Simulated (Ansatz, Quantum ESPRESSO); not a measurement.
## K2Pt (Fm-3m): the LO frequency by hand

Wanted: the LO mode of K2Pt (Fm-3m) from the TO mode and the field response.

Method: DFT LDA, scalar-relativistic, plane waves, PseudoDojo norm-conserving pseudopotentials, in Quantum ESPRESSO 7.5.

### 1. The relaxed structure

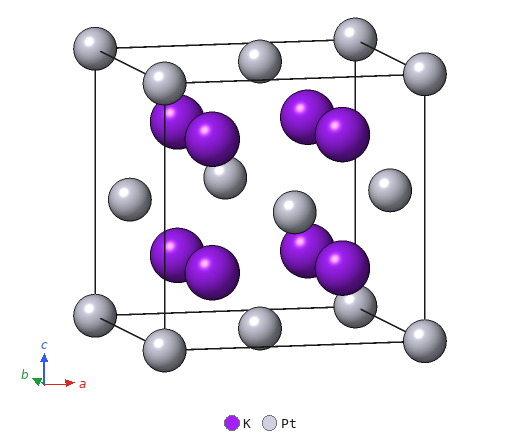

Start, viewed slightly off an axis; potassium purple, platinum light grey. This picture shows the conventional cell, with its axes. Some periodic images of atoms are drawn too.

As a file:

```cif
data_structure
_symmetry_space_group_name_H-M 'Fm-3m'
_symmetry_Int_Tables_number 225
_cell_length_a 7.2721
_cell_length_b 7.2721
_cell_length_c 7.2721
_cell_angle_alpha 90.000
_cell_angle_beta 90.000
_cell_angle_gamma 90.000
_cell_volume 384.58
loop_
_atom_site_label
_atom_site_type_symbol
_atom_site_symmetry_multiplicity
_atom_site_Wyckoff_symbol
_atom_site_fract_x
_atom_site_fract_y
_atom_site_fract_z
_atom_site_occupancy
K1 K 8 c 0.25000 0.25000 0.75000 1
Pt1 Pt 4 a 0.00000 0.00000 0.00000 1
```

This is the cell after its relaxation at this level of theory, not the database cell from which that began.

### 2. What the response run gave

A linear-response run on the relaxed cell, with the response to an electric field; only its zone-centre results are used. Cutoff 76 Ry, k mesh 6×6×6.

The log of the run:

```text
[banners, grids, parts of the stress and lines that vanish by symmetry left out]
Program PHONON v.7.5
     Reading xml data from directory:

[...]
Exchange-correlation= PW
                           (   1   4   0   0   0   0   0)
[...]
kinetic-energy cut-off    =      76.0000  Ry
     charge density cut-off    =     304.0000  Ry
     convergence threshold     =      1.0E-18
[...]
Exchange-correlation= PW
                           (   1   4   0   0   0   0   0)
[...]
q = (   0.0000000   0.0000000   0.0000000 )
     49 Sym.Ops. (with q -> -q+G )
     G cutoff = 1454.2429  (  58071 G-vectors)     FFT grid: ( 54, 54, 54)
     number of k points=    16
[...]
Mode symmetry, O_h (m-3m)  point group:
[...]
Dielectric constant
[...]
End of electric fields calculation
          Dielectric constant in cartesian axis
          (       5.130676212      -0.000000000       0.000000000 )
          (       0.000000000       5.130676212       0.000000000 )
          (      -0.000000000      -0.000000000       5.130676212 )
          Effective charges (d Force / dE) in cartesian axis without acoustic sum rule applied (asr)
           atom    1  K     Mean Z*:        0.90221
      Ex  (        0.90221        0.00000        0.00000 )
      Ey  (        0.00000        0.90221       -0.00000 )
      Ez  (        0.00000       -0.00000        0.90221 )
           atom    2  K     Mean Z*:        0.90221
      Ex  (        0.90221        0.00000        0.00000 )
      Ey  (        0.00000        0.90221       -0.00000 )
      Ez  (        0.00000       -0.00000        0.90221 )
           atom    3  Pt    Mean Z*:       -1.80519
      Ex  (       -1.80519       -0.00000       -0.00000 )
      Ey  (       -0.00000       -1.80519        0.00000 )
      Ez  (       -0.00000        0.00000       -1.80519 )
          Effective charges Sum: Mean:       -0.00076
[...]
Effective charges (d Force / dE) in cartesian axis with asr applied:
           atom    1  K     Mean Z*:        0.90247
[...]
atom    2  K     Mean Z*:        0.90247
[...]
atom    3  Pt    Mean Z*:       -1.80494
[...]
Representation #   1 modes #   1   2   3
[...]
End of self-consistent calculation
     Convergence has been achieved
     Representation #   2 modes #   4   5   6
[...]
End of self-consistent calculation
     Convergence has been achieved
     Representation #   3 modes #   7   8   9
[...]
End of self-consistent calculation
     Convergence has been achieved
[...]
Dielectric constant in cartesian axis
          (       5.130676212      -0.000000000       0.000000000 )
          (       0.000000000       5.130676212       0.000000000 )
          (      -0.000000000      -0.000000000       5.130676212 )
          Effective charges (d Force / dE) in cartesian axis without acoustic sum rule applied (asr)
           atom    1  K     Mean Z*:        0.90221
      Ex  (        0.90221        0.00000        0.00000 )
      Ey  (        0.00000        0.90221       -0.00000 )
      Ez  (        0.00000       -0.00000        0.90221 )
           atom    2  K     Mean Z*:        0.90221
      Ex  (        0.90221        0.00000        0.00000 )
      Ey  (        0.00000        0.90221       -0.00000 )
      Ez  (        0.00000       -0.00000        0.90221 )
           atom    3  Pt    Mean Z*:       -1.80519
      Ex  (       -1.80519       -0.00000       -0.00000 )
      Ey  (       -0.00000       -1.80519        0.00000 )
      Ez  (       -0.00000        0.00000       -1.80519 )
          Effective charges Sum: Mean:       -0.00076
[...]
Effective charges (d Force / dE) in cartesian axis with asr applied:
           atom    1  K     Mean Z*:        0.90247
[...]
atom    2  K     Mean Z*:        0.90247
[...]
atom    3  Pt    Mean Z*:       -1.80494
[...]
q = (    0.000000000   0.000000000   0.000000000 )
[...]
freq (    1) =      -0.053742 [THz] =      -1.792652 [cm-1]
     freq (    2) =      -0.053742 [THz] =      -1.792652 [cm-1]
     freq (    3) =      -0.053742 [THz] =      -1.792652 [cm-1]
     freq (    4) =       3.068383 [THz] =     102.350253 [cm-1]
     freq (    5) =       3.068383 [THz] =     102.350253 [cm-1]
     freq (    6) =       3.068383 [THz] =     102.350253 [cm-1]
     freq (    7) =       3.800205 [THz] =     126.761210 [cm-1]
     freq (    8) =       3.800205 [THz] =     126.761210 [cm-1]
     freq (    9) =       3.800205 [THz] =     126.761210 [cm-1]
[...]
Mode symmetry, O_h (m-3m)  point group:
     freq (   1-   3) =         -1.8  [cm-1]   --> T_1u G_15  G_4- I
     freq (   4-   6) =        102.4  [cm-1]   --> T_1u G_15  G_4- I
     freq (   7-   9) =        126.8  [cm-1]   --> T_2g G_25' G_5+ R

   JOB DONE.
```

| quantity | value |
| --- | --- |
| cell volume Ω (Å³) | 96.145 |
| mass of K (u) | 39.098 |
| mass of Pt (u) | 195.084 |
| Born charge of K, raw (e) | 0.902 |
| Born charge of Pt, raw (e) | -1.805 |
| ε∞ | 5.131 |
| ω(TO) after the sum rule (cm⁻¹) | 102.4 |

### 3. The calculation

The charges must sum to zero over the cell; taking off their mean, 0.000 e, leaves Z* = -1.805 e on Pt. In the polar mode Pt moves against the two K, so the reduced mass is μ = 195.08 × 78.20 / 273.28 = 55.821 u.

A longitudinal wave builds up a field that adds to the restoring force: ω(LO)² = ω(TO)² + 4π Z*² / (μ Ω ε∞), in Hartree atomic units. With μ = 101756 electron masses and Ω = 648.82 bohr³ the second term is 1.2086e-07 Ha², or 5822 cm⁻² (1 Ha = 219474.6 cm⁻¹).

So ω(LO) = √(10480 + 5822) = 127.7 cm⁻¹, and by the Lyddane-Sachs-Teller relation ε₀ = ε∞ (ω(LO)/ω(TO))² = 7.98.

### 4. Check against the program

The analysis program adds the same non-analytic term to the full matrix, here for q along (1 0 0).

The log of the run:

```text
[banners, grids, parts of the stress and lines that vanish by symmetry left out]
[banner, memory and clock lines left out]
Program DYNMAT v.7.5

     Reading Dynamical Matrix from file g.dyn
     ...Force constants read
     ...epsilon and Z* read

     Polarizability (A^3 units)
     multiply by 0.420717 for Clausius-Mossotti correction
        31.603804    0.000000   -0.000000
        -0.000000   31.603804   -0.000000
         0.000000    0.000000   31.603804

     IR activities are in (D/A)^2/amu units

# mode   [cm-1]    [THz]      IR
    1     -0.00   -0.0000    0.0000
    2      0.00    0.0000    0.0000
[...]
8    126.77    3.8006    0.0000
    9    127.67    3.8275    1.3465

[end of the log left out, with the tail of the file of modes that dynmat.x writes under the same name]
```

ε₀ comes from the program's run without a direction of q.

| quantity | by hand | program |
| --- | --- | --- |
| ω(LO) (cm⁻¹) | 127.7 | 127.7 |
| ε₀ | 7.98 | 7.98 |

### 5. Outcome

| Quantity | Value |
| --- | --- |
| TO mode | 102.4 cm⁻¹ |
| LO mode | 127.7 cm⁻¹ |
| static dielectric constant | 7.981 |

The LO mode of K2Pt (Fm-3m) lies at 128 cm⁻¹, 25 cm⁻¹ above the TO mode; the formula meets the program within 0.1 cm⁻¹, as it must for a cubic crystal with one polar mode. ω(LO)² − ω(TO)² goes with Z*²/ε∞: an error of 5 % in ε∞ would move the LO mode by 1.1 cm⁻¹, and semilocal functionals tend to overestimate ε∞. These are harmonic values at zero temperature, at the volume of this functional, for the structure held cubic; stability elsewhere in the zone is no part of this calculation.

[Host names and launcher messages were left out of these logs when they were recorded.]

[Logs are printed without paths, hosts, clocks, repeated set-up lines and the standing remarks that a program may print on its own settings, such as how far it seeks lower states.]

[Hosts, paths, dates, database ids (printed as entryN), source tags and the programs' standing remarks are cut or masked in the printed files.]
